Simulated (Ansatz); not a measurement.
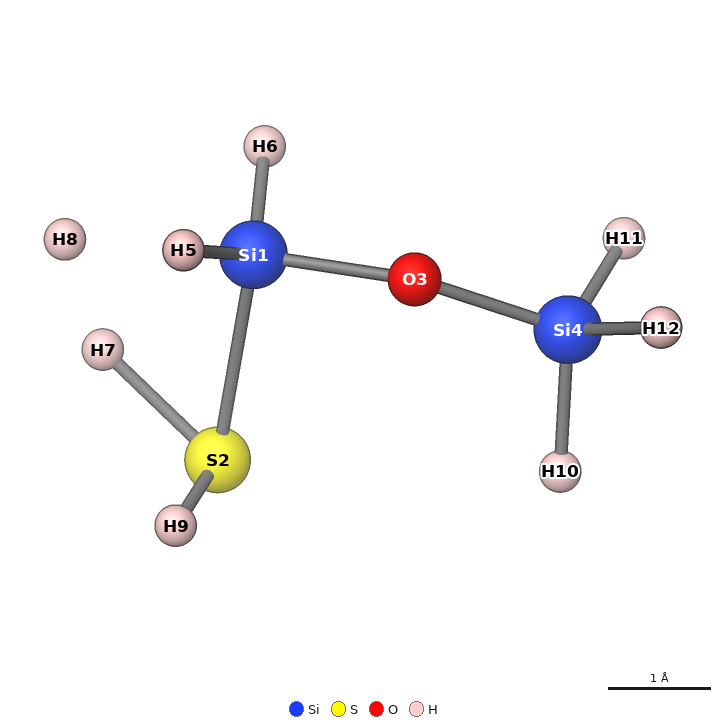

The picture comes from a calculation with Ansatz.

Orthographic view. Depth is shown by fading: the farther an atom, the more it takes the colour of the background. Geometry: start.

List the bonded neighbours of every atom.

Si1: S2, O3, H5, H6
S2: Si1, H7, H9
O3: Si1, Si4
Si4: O3, H10, H11, H12
H8: none
(terminal hydrogens appear only as neighbours)
